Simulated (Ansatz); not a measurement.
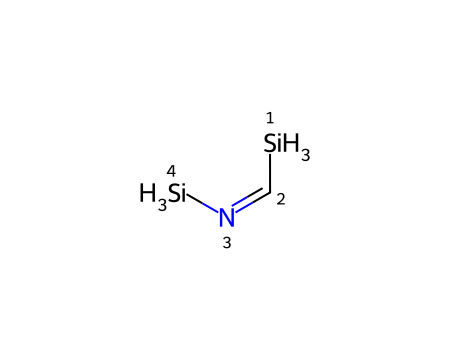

Skeletal drawing with numbered atoms; wedges and dashes mark any stereocentres. The configuration is that of a computed structure (PBE-D4/def2-SVP).

Question: Assign CIP descriptors.

Answer: C2=N3: Z.
